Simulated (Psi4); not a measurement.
# One shape, several levels: CH2F (SMILES [CH2]F)

We compute a comparison of 6 runs (UHF/STO-3G, UHF/def2-SVP, U-wB97X/6-31G*, UPBE0/def2-SVP, UCAM-B3LYP/def2-TZVP, REMP2/DZ) of CH2F. 

Program for the calculation: Psi4 1.11.

2 further runs of the same task are left out: 1 that didn't finish, 1 set aside as unsound or not needed.

### Step 1. The molecule

CH2F: 4 atoms, total charge 0, spin state doublet. SMILES: `[CH2]F`. The coordinates come from a PBE0-D4/def2-TZVP relaxation.

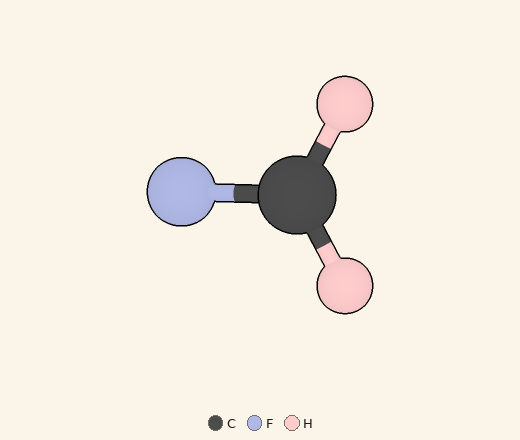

The structure, seen from a chosen angle (carbon dark grey, fluorine light blue, hydrogen pink).

### Step 2. A single-point energy at UHF/STO-3G (run 1)

ch2f.json reads:

```json
{
 "schema_name": "qcschema_input",
 "schema_version": 1,
 "molecule": {
  "schema_name": "qcschema_molecule",
  "schema_version": 2,
  "symbols": ["C", "F", "H", "H"],
  "geometry": [-0.05688076, -0.10884822, -0.24774309, 1.79523982, 1.31146993, 0.68899415, -1.78938167, 0.89251765, -0.66612846, 0.05102261, -2.09513935, 0.22487741],
  "molecular_charge": 0,
  "molecular_multiplicity": 2,
  "fix_symmetry": "c1"
 },
 "driver": "energy",
 "model": {
  "method": "hf",
  "basis": "STO-3G"
 },
 "keywords": {
  "reference": "uhf",
  "puream": true,
  "e_convergence": 1e-09,
  "d_convergence": 1e-08,
  "scf_type": "pk",
  "maxiter": 200,
  "scf_properties": ["DIPOLE", "MULLIKEN_CHARGES", "QUADRUPOLE"]
 }
}
```

Launch:

```sh
psi4 --qcschema ch2f.json -n 1 --memory 1600MB
```

stdout:

```text
[...]
  Running in c1 symmetry.
[...]
  Nuclear repulsion =   32.286144646998451
[...]
  Multiplicity = 2
[...]
  Nalpha       = 9
  Nbeta        = 8
[...]
    Number of basis functions: 12
[...]
   @UHF iter   1:  -136.50062082011340   -1.28768e+00   1.63102e-02 ADIIS/DIIS
[...]
   @UHF iter  12:  -136.53333686965019   -2.84217e-13   7.23763e-09 DIIS
[...]
   @S^2 Observed:                7.608454992E-01
[...]
    Orbital Energies [Eh]
    ---------------------
    Alpha Occupied:
       1A    -25.961076     2A    -11.077939     3A     -1.520684
       4A     -0.880588     5A     -0.635999     6A     -0.586847
       7A     -0.554374     8A     -0.436551     9A     -0.309729
    Alpha Virtual:
      10A      0.606539    11A      0.661777    12A      0.774274
    Beta Occupied:
       1A    -25.958484     2A    -11.048895     3A     -1.505471
       4A     -0.794327     5A     -0.619545     6A     -0.555802
[...]
  @UHF Final Energy:  -136.53333686965019
   => Energetics <=
    Nuclear Repulsion Energy =             32.2861446469984514
    One-Electron Energy =                -254.2768379100227492
    Two-Electron Energy =                  85.4573563933740985
    Total Energy =                       -136.5333368696502134
  UHF NO Occupations:
  HONO-2 :    7  A 1.9987673
  HONO-1 :    8  A 1.9969186
[...]
 Multipole Moments:
 ------------------------------------------------------------------------------------
     Multipole            Electronic (a.u.)      Nuclear  (a.u.)        Total (a.u.)
 ------------------------------------------------------------------------------------
 L = 1.  Multiply by 2.5417464519 to convert [e a0] to [Debye]
 Dipole X            :          1.9360812           -2.2315006           -0.2954195
 Dipole Y            :          1.3877031           -1.5857399           -0.1980367
 Dipole Z            :          0.6534439           -0.7072731           -0.0538292
 Magnitude           :                                                    0.3597065
 L = 2.  Multiply by 1.3450342976 to convert [e a0^2] to [Debye ang]
 Quadrupole XX       :        -28.3497988           20.8653575           -7.4844413
 Quadrupole XY       :        -11.6725758           11.4935416           -0.1790343
[...]
  Mulliken Charges: (a.u.)
   Center  Symbol    Alpha    Beta     Spin     Total
       1     C     3.55583  2.43290  1.12292  0.01127
       2     F     4.58563  4.54957  0.03606 -0.13520
       3     H     0.42927  0.50876 -0.07949  0.06198
       4     H     0.42927  0.50877 -0.07950  0.06196
   Total alpha =  9.00000, Total beta =  8.00000, Total charge =  0.00000
[...]
```

The result, in JSON:

```text
{
 "driver": "energy",
 "model": {
  "method": "hf",
  "basis": "STO-3G"
 },
 "success": true,
 "return_result": -136.53333686965019,
 "properties": {
  "calcinfo_nbasis": 12,
  "calcinfo_nmo": 12,
  "calcinfo_nalpha": 9,
  "calcinfo_nbeta": 8,
  "calcinfo_natom": 4,
  "nuclear_repulsion_energy": 32.28614464699845,
  "return_energy": -136.53333686965019,
  "scf_one_electron_energy": -254.27683791002275,
  "scf_two_electron_energy": 85.4573563933741,
  "scf_dipole_moment": [-0.29541945673150805, -0.19803673028804436, -0.053829191797023945],
  "scf_total_energy": -136.53333686965019,
  "scf_iterations": 12
 }
}
```

Wall time 2.1 s (1 thread of Intel Xeon Platinum 8259CL at 2.50GHz (Skylake/Cascade Lake), shared host); peak memory 0.18 GiB.

### Step 3. Energy and gradient at UHF/def2-SVP (run 2)

ch2f.py reads:

```python
import psi4

psi4.set_memory('1600 MB')
psi4.set_num_threads(1)
psi4.core.set_output_file('run.log', False)

mol = psi4.geometry("""
0 2
C
F 1 1.330871
H 1 1.08182 2 115.06856
H 1 1.081953 3 124.60302 2 152.99713
units angstrom
symmetry c1
""")

psi4.set_options({
    'basis': 'def2-SVP',
    'reference': 'uhf',
    'puream': True,
    'e_convergence': 1e-09,
    'd_convergence': 1e-08,
    'scf_type': 'pk',
    'maxiter': 200,
})

e = psi4.gradient('scf')
print('gradient / Eh bohr^-1')
print(e.np.round(6))
for k, v in sorted(psi4.core.scalar_variables().items()):
    print(f'{k:45s} {v:18.10f}')
```

Launch:

```sh
python ch2f.py
```

run.log:

```text
[...]
  Running in c1 symmetry.
[...]
  Nuclear repulsion =   32.286139159033532
[...]
  Multiplicity = 2
[...]
  Nalpha       = 9
  Nbeta        = 8
[...]
    Number of basis functions: 38
[...]
   @UHF iter   1:  -138.27177992985426   -6.06538e-01   5.41615e-03 ADIIS/DIIS
[...]
   @UHF iter  13:  -138.29627423769406   -1.90425e-12   7.39439e-09 DIIS
[...]
   @S^2 Observed:                7.603078000E-01
[...]
    Orbital Energies [Eh]
    ---------------------
    Alpha Occupied:
       1A    -26.293047     2A    -11.323577     3A     -1.600872
       4A     -0.943010     5A     -0.730856     6A     -0.718443
       7A     -0.697253     8A     -0.556544     9A     -0.388113
    Alpha Virtual:
      10A      0.198152    11A      0.252990    12A      0.300073
      13A      0.586455    14A      0.626639    15A      0.726580
      16A      0.726975    17A      0.851698    18A      0.889560
      19A      1.376521    20A      1.410558    21A      1.440466
      22A      1.633227    23A      1.752828    24A      1.786901
      25A      1.881825    26A      1.990058    27A      2.076092
[...]
  @UHF Final Energy:  -138.29627423769406
   => Energetics <=
    Nuclear Repulsion Energy =             32.2861391590335316
    One-Electron Energy =                -255.2712547833685903
    Two-Electron Energy =                  84.6888413866410161
    Total Energy =                       -138.2962742376940355
  UHF NO Occupations:
  HONO-2 :    7  A 1.9991100
  HONO-1 :    8  A 1.9966610
[...]
 Multipole Moments:
 ------------------------------------------------------------------------------------
     Multipole            Electronic (a.u.)      Nuclear  (a.u.)        Total (a.u.)
 ------------------------------------------------------------------------------------
 L = 1.  Multiply by 2.5417464519 to convert [e a0] to [Debye]
 Dipole X            :          0.2360129           -0.3675636           -0.1315507
 Dipole Y            :         -0.0508220            0.0792375            0.0284155
 Dipole Z            :          2.1330458           -2.8023245           -0.6692786
 Magnitude           :                                                    0.6826763
[...]
  -Total Gradient:
     Atom            X                  Y                   Z
    ------   -----------------  -----------------  -----------------
       1       -0.004383605415     0.001039760161    -0.008573238353
       2        0.001231288646    -0.000267124625     0.009490113721
       3        0.002007083373     0.001562899009    -0.000437786300
       4        0.001145233396    -0.002335534545    -0.000479089069
[...]
```

On the terminal:

```text
gradient / Eh bohr^-1
[[-0.004384  0.00104  -0.008573]
 [ 0.001231 -0.000267  0.00949 ]
 [ 0.002007  0.001563 -0.000438]
 [ 0.001145 -0.002336 -0.000479]]
CURRENT ENERGY                                   -138.2962742377
CURRENT REFERENCE ENERGY                         -138.2962742377
DD SOLVATION ENERGY                                 0.0000000000
HF KINETIC ENERGY                                 138.0236664965
HF POTENTIAL ENERGY                              -276.3199407342
HF TOTAL ENERGY                                  -138.2962742377
HF VIRIAL RATIO                                     2.0019750797
NUCLEAR REPULSION ENERGY                           32.2861391590
ONE-ELECTRON ENERGY                              -255.2712547834
PCM POLARIZATION ENERGY                             0.0000000000
PE ENERGY                                           0.0000000000
SCF ITERATION ENERGY                             -138.2962742377
SCF ITERATIONS                                     13.0000000000
SCF TOTAL ENERGY                                 -138.2962742377
TWO-ELECTRON ENERGY                                84.6888413866
```

Wall time 2.4 s (1 thread of Intel Xeon Platinum 8259CL at 2.50GHz (Skylake/Cascade Lake), shared host); peak memory 0.19 GiB.

### Step 4. Energy and forces at U-wB97X/6-31G(d) (spherical functions) (run 3)

calc.inp reads:

```
memory 1.6 GB

molecule {
  0 2
  C     -0.030100    -0.057600    -0.131100
  F      0.950000     0.694000     0.364600
  H     -0.946900     0.472300    -0.352500
  H      0.027000    -1.108700     0.119000
  units angstrom
  symmetry c1
}

set {
  basis                6-31G*
  reference            uks
  puream               true
  e_convergence        1e-09
  d_convergence        1e-08
  scf_type             pk
  dft_radial_points    99
  dft_spherical_points 590
  maxiter              200
}

e, wfn = gradient('wb97x', return_wfn=True)
oeprop(wfn, 'DIPOLE', 'WIBERG_LOWDIN_INDICES', 'LOWDIN_CHARGES')
print_variables()
```

Launch:

```sh
psi4 calc.inp calc.out -n 1
```

calc.out:

```text
[...]
  Running in c1 symmetry.
[...]
  Nuclear repulsion =   32.286144638994458
[...]
  Multiplicity = 2
[...]
  Nalpha       = 9
  Nbeta        = 8
[...]
    Number of basis functions: 32
[...]
   @UKS iter   1:  -139.00613953230601   -4.98075e-01   6.48654e-03 DIIS/ADIIS
[...]
   @UKS iter  11:  -139.02595453071078   -2.04636e-12   7.94285e-09 DIIS
[...]
   @S^2 Observed:                7.538697266E-01
[...]
  @UKS Final Energy:  -139.02595453071078
   => Energetics <=
    Nuclear Repulsion Energy =             32.2861446389944575
    One-Electron Energy =                -255.5169620035335072
    Two-Electron Energy =                  95.9883295727019998
    DFT Exchange-Correlation Energy =     -11.7834667388737095
    Empirical Dispersion Energy =           0.0000000000000000
    VV10 Nonlocal Energy =                  0.0000000000000000
    Total Energy =                       -139.0259545307107771
[...]
  -Total Gradient:
     Atom            X                  Y                   Z
    ------   -----------------  -----------------  -----------------
       1        0.001865326547     0.002510752538     0.004214768121
       2       -0.005140842720    -0.004082511999    -0.003065147057
       3        0.002162694336    -0.000026361261    -0.000333264298
       4        0.001112295181     0.001596167014    -0.000821807085
[...]
 Multipole Moments:
 ------------------------------------------------------------------------------------
     Multipole            Electronic (a.u.)      Nuclear  (a.u.)        Total (a.u.)
 ------------------------------------------------------------------------------------
 L = 1.  Multiply by 2.5417464519 to convert [e a0] to [Debye]
 Dipole X            :          1.8163964           -2.2315006           -0.4151042
 Dipole Y            :          1.3156077           -1.5857399           -0.2701321
 Dipole Z            :          0.6588464           -0.7072731           -0.0484267
 Magnitude           :                                                    0.4976224
[...]
```

Wall time 11 s (1 thread of Intel Xeon Platinum 8259CL at 2.50GHz (Skylake/Cascade Lake), shared host); peak memory 0.43 GiB.

Runs 4 to 5 aren't shown in full; the table further down has their settings and results.

### Step 5. A single-point energy at REMP2/DZ (Cholesky decomposition, density fitting for correlation, Cartesian functions) (run 6)

ch2f.xyz reads:

```xyz
4
CH2F
C     -0.030100    -0.057600    -0.131100
F      0.950000     0.694000     0.364600
H     -0.946900     0.472300    -0.352500
H      0.027000    -1.108700     0.119000
```

run.py reads:

```python
import psi4

psi4.set_memory(1600000000)
psi4.set_num_threads(1)
psi4.set_output_file('psi4.out', False)

with open('ch2f.xyz') as f:
    atoms = ''.join(f.readlines()[2:])
mol = psi4.geometry('0 2\n' + atoms + '')

psi4.set_options({
    'basis': 'DZ',
    'reference': 'uhf',
    'scf_type': 'cd',
    'freeze_core': True,
    'cc_type': 'df',
})

e = psi4.energy("remp2")
print('E =', round(e, 9))
```

Launch:

```sh
python run.py
```

psi4.out:

```text
[...]
  Running in c1 symmetry.
[...]
  Nuclear repulsion =   32.286144638994458
[...]
  Multiplicity = 2
[...]
  Nalpha       = 9
  Nbeta        = 8
[...]
    Number of basis functions: 24
[...]
   @UHF iter   1:  -138.37173982044831   -5.93496e-01   7.94758e-03 ADIIS/DIIS
[...]
   @UHF iter  13:  -138.39594240807011   -1.70530e-12   9.36816e-09 DIIS
[...]
   @S^2 Observed:                7.609789582E-01
[...]
    Orbital Energies [Eh]
    ---------------------
    Alpha Occupied:
       1A    -26.300000     2A    -11.332627     3A     -1.636268
       4A     -0.962809     5A     -0.738965     6A     -0.720545
       7A     -0.689953     8A     -0.561205     9A     -0.399312
    Alpha Virtual:
      10A      0.246303    11A      0.282594    12A      0.370006
      13A      0.417593    14A      0.441269    15A      0.599169
      16A      0.720223    17A      1.136444    18A      1.156925
      19A      1.239360    20A      1.254356    21A      1.424729
      22A      2.145818    23A     23.766090    24A     55.119886
[...]
  @UHF Final Energy:  -138.39594240807011
   => Energetics <=
    Nuclear Repulsion Energy =             32.2861446389944575
    One-Electron Energy =                -255.3135414363380562
    Two-Electron Energy =                  84.6314543892735003
    Total Energy =                       -138.3959424080701126
  UHF NO Occupations:
  HONO-2 :    7  A 1.9988718
  HONO-1 :    8  A 1.9969720
[...]
 Multipole Moments:
 ------------------------------------------------------------------------------------
     Multipole            Electronic (a.u.)      Nuclear  (a.u.)        Total (a.u.)
 ------------------------------------------------------------------------------------
 L = 1.  Multiply by 2.5417464519 to convert [e a0] to [Debye]
 Dipole X            :          1.5539756           -2.2315006           -0.6775251
 Dipole Y            :          1.1204544           -1.5857399           -0.4652854
 Dipole Z            :          0.5466069           -0.7072731           -0.1606662
 Magnitude           :                                                    0.8374631
[...]
	DF-SCS-MP2 Total Energy (a.u.)     :  -138.57551493247391
	DF-SOS-MP2 Total Energy (a.u.)     :  -138.57471556149446
	DF-SCSN-MP2 Total Energy (a.u.)    :  -138.47277249069407
[...]
	DF-MP2 Total Energy (a.u.)         :  -138.57711367443287
[...]
```

Standard output:

```text
E = -138.586553226
```

Wall time 2.8 s (1 thread of Intel Xeon Platinum 8259CL at 2.50GHz (Skylake/Cascade Lake), shared host); peak memory 0.2 GiB.

### Step 6. The series

```
run                                                                                    level      task         integration grid  energy (Eh)  dipole moment (D)  HOMO energy (eV)  LUMO energy (eV)  wall time
  1                                                                               UHF/STO-3G    energy                        –  -136.533337               0.91             -8.43              8.72      2.1 s
  2                                                                             UHF/def2-SVP  gradient                        –  -138.296274               1.74            -10.56              3.99      2.4 s
  3                                                     U-wB97X/6-31G* (spherical functions)  gradient  99 radial × 590 angular  -139.025955               1.26             -8.40              1.58       11 s
  4                                                                           UPBE0/def2-SVP    energy  99 radial × 590 angular  -138.817761               1.30             -6.23             -0.93       10 s
  5                                                                     UCAM-B3LYP/def2-TZVP    energy  99 radial × 590 angular  -139.087559               1.35             -7.85             -0.27       17 s
  6  REMP2/DZ (Cholesky decomposition, density fitting for correlation, Cartesian functions)    energy                        –  -138.586553                  –            -10.87              3.29      2.8 s
```

### Step 7. What came out

| quantity | value |
| --- | --- |
| run 6: total energy | -138.58655 Eh |
| run 6: HOMO energy (Hartree–Fock orbitals) (highest over α and β) | -10.87 eV |
| run 6: LUMO energy (Hartree–Fock orbitals) (lowest over α and β) | 3.29 eV |
| run 6: correlation energy (2 core orbitals frozen) | -190.6 mEh |
| run 6: ⟨S²⟩ of the reference determinant | 0.761 |

**Reading.** Over runs 1, 2, 3, 4, 5 the dipole moment (its size) runs from 0.91 D (UHF/STO-3G) to 1.74 D (UHF/def2-SVP). Totals of different functionals can't be ranked against each other. In run 1 the basis is minimal, so the values are rough. All runs together took 46 s, the longest 17 s.
